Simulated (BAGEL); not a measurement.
# One shape, several levels: C3H5Cl (allyl chloride)

Wanted: a comparison of 3 runs (B3LYP/6-31G*, B3LYP/def2-SVP, PBE0/def2-SVP) of C3H5Cl (allyl chloride). 

The results are computed with BAGEL 1.2.2.

6 further runs of the same task are left out: 3 that didn't finish, 3 set aside as unsound or not needed.

### Step 1. Starting point

The species is C3H5Cl (9 atoms), meant as a singlet with charge 0. SMILES: `C=CCCl`. The shape is that of a PBE0-D4/def2-TZVP optimisation. This is one conformer, not always the lowest.

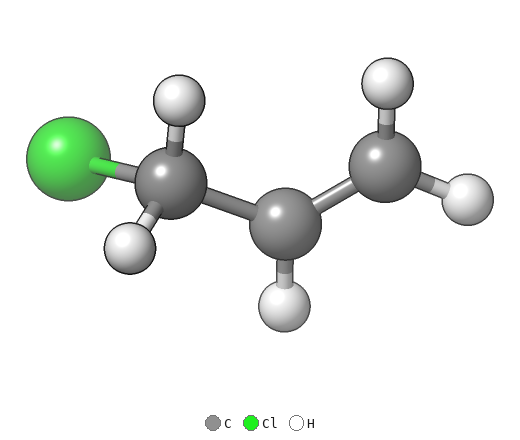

The structure, seen from a chosen angle (carbon grey, chlorine green, hydrogen white).

### Step 2. A single-point energy at B3LYP/6-31G(d) (density fitting with cc-pvqz-jkfit, spherical functions) (run 1)

Input file calc.json:

```json
{ "bagel": [

{
  "title": "molecule",
  "basis": "6-31gs.json",
  "df_basis": "cc-pvqz-jkfit",
  "angstrom": true,
  "geometry": [
    { "atom": "C", "xyz": [      -0.295350,       1.315190,      -0.447700 ] },
    { "atom": "C", "xyz": [       0.370210,       0.171280,      -0.388240 ] },
    { "atom": "C", "xyz": [       0.080190,      -0.891510,       0.604460 ] },
    { "atom": "Cl", "xyz": [      -0.392790,      -2.419870,      -0.209260 ] },
    { "atom": "H", "xyz": [      -0.044240,       2.079040,      -1.173800 ] },
    { "atom": "H", "xyz": [      -1.115830,       1.528620,       0.230150 ] },
    { "atom": "H", "xyz": [       1.180420,      -0.031190,      -1.083310 ] },
    { "atom": "H", "xyz": [      -0.740340,      -0.613990,       1.264520 ] },
    { "atom": "H", "xyz": [       0.957740,      -1.137570,       1.203200 ] }
  ]
},

{
  "title": "ks",
  "xc_func": "b3lyp"
},

{
  "title": "print",
  "file": "orbitals.molden",
  "orbitals": true
}

]}
```

The basis set 6-31G* is read from a file made from the Basis Set Exchange's data (not shown).

Started as:

```
$ BAGEL_NUM_THREADS=1 BAGEL calc.json > calc.out
```

What it wrote:

```text
* using 1 threads per process

  ===============================================================
  ===============================================================

  *** Geometry ***

  { "atom" : "C", "xyz" : [     -0.558131,      2.485349,     -0.846030 ] },
  { "atom" : "C", "xyz" : [      0.699596,      0.323672,     -0.733667 ] },
  { "atom" : "C", "xyz" : [      0.151537,     -1.684710,      1.142264 ] },
  { "atom" : "Cl", "xyz" : [     -0.742266,     -4.572892,     -0.395444 ] },
  { "atom" : "H", "xyz" : [     -0.083601,      3.928816,     -2.218161 ] },
  { "atom" : "H", "xyz" : [     -2.108613,      2.888673,      0.434920 ] },
  { "atom" : "H", "xyz" : [      2.230671,     -0.058941,     -2.047159 ] },
  { "atom" : "H", "xyz" : [     -1.399040,     -1.160273,      2.389596 ] },
  { "atom" : "H", "xyz" : [      1.809866,     -2.149696,      2.273718 ] },

  Number of auxiliary basis functions:      721

  Since a DF basis is specified, we compute 2- and 3-index integrals:
    o Being stored without compression. Storage requirement is 0.028 GB

  Number of basis functions:       70
  Number of electrons      :       40

    * METHOD: MOLECULE                             0.45

  *** Kohn-Sham DFT ***

    * Removing 16476 points whose weight is below 1.00e-10
    * Grid points: 117678

  === Nuclear Repulsion ===
   144.0348048613

       - DIIS with orbital gradients will be used.

  === KS iteration (b3lyp / 6-31gs.json) ===
      0       -511.22914692          0.15238023           0.30
      1       -369.81993929          0.25391297           0.29
      2       -465.22751611          0.15416773           0.29
      3       -540.28313531          0.18189111           0.29
      4       -556.11924870          0.13083787           0.29
      5       -550.80924065          0.15657175           0.29
[... 17 lines of this table left out ...]
     23       -577.49495517          0.00000005           0.29
     24       -577.49495517          0.00000001           0.29
    * SCF iteration converged.

    * Permanent dipole moment:
           (   -0.227687,    -0.743131,    -0.314991) a.u.

    * METHOD: KS                                   7.79

    * METHOD: PRINT                                0.01

  ===============================================================
```

Wall time 8.4 s (1 thread of Arm Neoverse V2, shared host); peak memory 0.41 GiB.

### Step 3. The energy at B3LYP/def2-SVP (density fitting with cc-pvqz-jkfit) (run 2)

Input file dft.json:

```json
{ "bagel" : [

{
  "title" : "molecule",
  "basis" : "svp",
  "df_basis" : "cc-pvqz-jkfit",
  "angstrom" : true,
  "geometry" : [
    { "atom" : "C", "xyz" : [      -0.295350,       1.315190,      -0.447700 ] },
    { "atom" : "C", "xyz" : [       0.370210,       0.171280,      -0.388240 ] },
    { "atom" : "C", "xyz" : [       0.080190,      -0.891510,       0.604460 ] },
    { "atom" : "Cl", "xyz" : [      -0.392790,      -2.419870,      -0.209260 ] },
    { "atom" : "H", "xyz" : [      -0.044240,       2.079040,      -1.173800 ] },
    { "atom" : "H", "xyz" : [      -1.115830,       1.528620,       0.230150 ] },
    { "atom" : "H", "xyz" : [       1.180420,      -0.031190,      -1.083310 ] },
    { "atom" : "H", "xyz" : [      -0.740340,      -0.613990,       1.264520 ] },
    { "atom" : "H", "xyz" : [       0.957740,      -1.137570,       1.203200 ] }
  ]
},

{
  "title" : "ks",
  "xc_func" : "b3lyp"
},

{
  "title" : "print",
  "file" : "orbitals.molden",
  "orbitals" : true
}

]}
```

Started as:

```
$ BAGEL_NUM_THREADS=1 BAGEL dft.json > dft.out
```

What it wrote:

```text
* using 1 threads per process

  ===============================================================
  ===============================================================

  *** Geometry ***

  { "atom" : "C", "xyz" : [     -0.558131,      2.485349,     -0.846030 ] },
  { "atom" : "C", "xyz" : [      0.699596,      0.323672,     -0.733667 ] },
  { "atom" : "C", "xyz" : [      0.151537,     -1.684710,      1.142264 ] },
  { "atom" : "Cl", "xyz" : [     -0.742266,     -4.572892,     -0.395444 ] },
  { "atom" : "H", "xyz" : [     -0.083601,      3.928816,     -2.218161 ] },
  { "atom" : "H", "xyz" : [     -2.108613,      2.888673,      0.434920 ] },
  { "atom" : "H", "xyz" : [      2.230671,     -0.058941,     -2.047159 ] },
  { "atom" : "H", "xyz" : [     -1.399040,     -1.160273,      2.389596 ] },
  { "atom" : "H", "xyz" : [      1.809866,     -2.149696,      2.273718 ] },

  Number of auxiliary basis functions:      721

  Since a DF basis is specified, we compute 2- and 3-index integrals:
    o Being stored without compression. Storage requirement is 0.042 GB

  Number of basis functions:       85
  Number of electrons      :       40

    * METHOD: MOLECULE                             0.45

  *** Kohn-Sham DFT ***

    * Removing 16476 points whose weight is below 1.00e-10
    * Grid points: 117678

  === Nuclear Repulsion ===
   144.0348048613

       - DIIS with orbital gradients will be used.

  === KS iteration (b3lyp / svp) ===
      0       -521.40604657          0.12230009           0.35
      1       -374.86933002          0.24294809           0.34
      2       -462.12728539          0.12984730           0.34
      3       -532.01641808          0.17101168           0.34
      4       -552.82078305          0.12696448           0.34
      5       -549.85667942          0.13622082           0.34
[... 17 lines of this table left out ...]
     23       -577.28473338          0.00000001           0.34
     24       -577.28473338          0.00000000           0.34
    * SCF iteration converged.

    * Permanent dipole moment:
           (   -0.193426,    -0.604807,    -0.291721) a.u.

    * METHOD: KS                                   9.02

    * METHOD: PRINT                                0.01

  ===============================================================
```

It took 9.9 s on 1 thread of Arm Neoverse V2, shared host; peak memory 0.48 GiB.

### Step 4. The energy at PBE0/def2-SVP (density fitting with cc-pvqz-jkfit) (run 3)

Input file job.json:

```json
{ "bagel": [

{
  "title": "molecule",
  "basis": "svp",
  "df_basis": "cc-pvqz-jkfit",
  "angstrom": true,
  "geometry": [
    { "atom": "C", "xyz": [      -0.295350,       1.315190,      -0.447700 ] },
    { "atom": "C", "xyz": [       0.370210,       0.171280,      -0.388240 ] },
    { "atom": "C", "xyz": [       0.080190,      -0.891510,       0.604460 ] },
    { "atom": "Cl", "xyz": [      -0.392790,      -2.419870,      -0.209260 ] },
    { "atom": "H", "xyz": [      -0.044240,       2.079040,      -1.173800 ] },
    { "atom": "H", "xyz": [      -1.115830,       1.528620,       0.230150 ] },
    { "atom": "H", "xyz": [       1.180420,      -0.031190,      -1.083310 ] },
    { "atom": "H", "xyz": [      -0.740340,      -0.613990,       1.264520 ] },
    { "atom": "H", "xyz": [       0.957740,      -1.137570,       1.203200 ] }
  ]
},

{ "title": "ks", "xc_func": "pbe0" },

{ "title": "print", "file": "orbitals.molden", "orbitals": true }

]}
```

Started as:

```
$ BAGEL_NUM_THREADS=1 BAGEL job.json > job.out
```

What it wrote:

```text
* using 1 threads per process

  ===============================================================
  ===============================================================

  *** Geometry ***

  { "atom" : "C", "xyz" : [     -0.558131,      2.485349,     -0.846030 ] },
  { "atom" : "C", "xyz" : [      0.699596,      0.323672,     -0.733667 ] },
  { "atom" : "C", "xyz" : [      0.151537,     -1.684710,      1.142264 ] },
  { "atom" : "Cl", "xyz" : [     -0.742266,     -4.572892,     -0.395444 ] },
  { "atom" : "H", "xyz" : [     -0.083601,      3.928816,     -2.218161 ] },
  { "atom" : "H", "xyz" : [     -2.108613,      2.888673,      0.434920 ] },
  { "atom" : "H", "xyz" : [      2.230671,     -0.058941,     -2.047159 ] },
  { "atom" : "H", "xyz" : [     -1.399040,     -1.160273,      2.389596 ] },
  { "atom" : "H", "xyz" : [      1.809866,     -2.149696,      2.273718 ] },

  Number of auxiliary basis functions:      721

  Since a DF basis is specified, we compute 2- and 3-index integrals:
    o Being stored without compression. Storage requirement is 0.042 GB

  Number of basis functions:       85
  Number of electrons      :       40

    * METHOD: MOLECULE                             0.45

  *** Kohn-Sham DFT ***

    * Removing 16476 points whose weight is below 1.00e-10
    * Grid points: 117678

  === Nuclear Repulsion ===
   144.0348048613

       - DIIS with orbital gradients will be used.

  === KS iteration (pbe0 / svp) ===
      0       -521.15466378          0.12198991           0.35
      1       -376.91955920          0.23795212           0.33
      2       -461.38288040          0.12816143           0.32
      3       -532.78993295          0.17081852           0.32
      4       -552.55880797          0.12646052           0.32
      5       -550.44993784          0.13345215           0.32
[... 16 lines of this table left out ...]
     22       -576.97226692          0.00000003           0.33
     23       -576.97226692          0.00000001           0.33
    * SCF iteration converged.

    * Permanent dipole moment:
           (   -0.198350,    -0.642879,    -0.303879) a.u.

    * METHOD: KS                                   8.39

    * METHOD: PRINT                                0.01

  ===============================================================
```

It took 9 s on 1 thread of Arm Neoverse V2, shared host; peak memory 0.47 GiB.

### Step 5. All runs side by side

```
run                                                                   level  energy (Eh)  dipole moment (D)  HOMO energy (eV)  LUMO energy (eV)  wall time
  1  B3LYP/6-31G* (density fitting with cc-pvqz-jkfit, spherical functions)  -577.494955               2.13             -7.43             -0.24      8.4 s
  2                     B3LYP/def2-SVP (density fitting with cc-pvqz-jkfit)  -577.284733               1.78             -7.51             -0.33      9.9 s
  3                      PBE0/def2-SVP (density fitting with cc-pvqz-jkfit)  -576.972267               1.88             -7.82             -0.17        9 s
```

### Step 6. Results

| quantity | value |
| --- | --- |
| run 3: total energy | -576.97227 Eh |
| run 3: dipole moment | 1.88 D |
| run 3: HOMO energy | -7.82 eV |
| run 3: LUMO energy | -0.17 eV |
| run 3: HOMO–LUMO gap | 7.65 eV |

**Reading.** The dipole moment (its size) runs from 1.78 D (B3LYP/def2-SVP) to 2.13 D (B3LYP/6-31G*). The HOMO–LUMO gap runs from 7.18 eV (B3LYP/def2-SVP) to 7.65 eV (PBE0/def2-SVP). Totals of different functionals can't be ranked against each other. All runs together took 27 s, the longest 9.9 s.
